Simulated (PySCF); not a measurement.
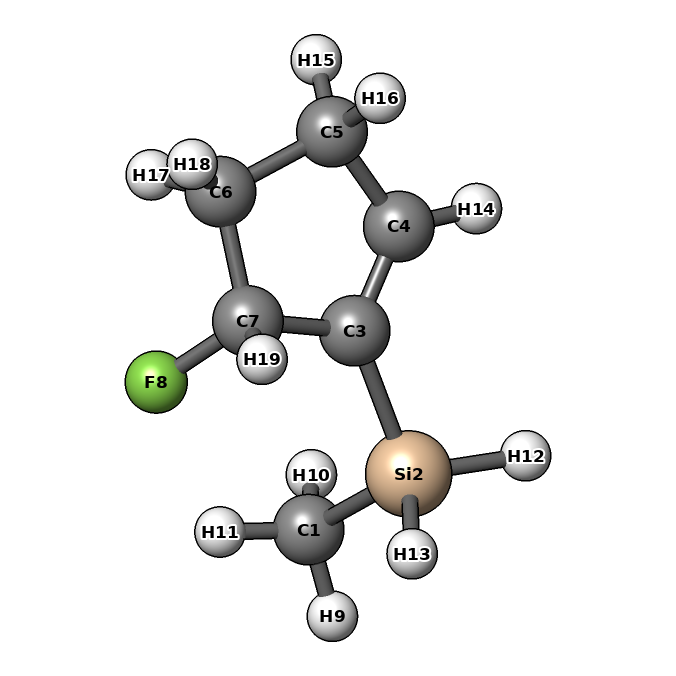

Every bond is drawn as one stick. Computed geometry: GFN2-xTB optimisation. No frequency run is at hand to confirm it as a minimum. Computed with PBE0/pcSseg-1 (PySCF 2.14.0).

### Which bond between heavy atoms has the highest Mayer bond order?

C3–C4, 1.84, at a length of 1.328 Å.

List the Mayer bond orders of C1–Si2, Si2–C3, C3–C4, C3–C7, C4–C5, C5–C6, C6–C7, C7–F8 (bonds between heavy atoms, one of each equivalent set).

```
  bond  Mayer order  length (Å)
C1–Si2         0.97       1.896
Si2–C3         0.85       1.882
 C3–C4         1.84       1.328
 C3–C7         0.99       1.508
 C4–C5         1.04       1.498
 C5–C6         1.03       1.536
 C6–C7         1.03       1.535
 C7–F8         0.85       1.386
```

The geometry is semi-empirical. Around Si such bond lengths and angles can be off by a tenth of an ångström or more and by several degrees, and values that hang on the shape move with them.
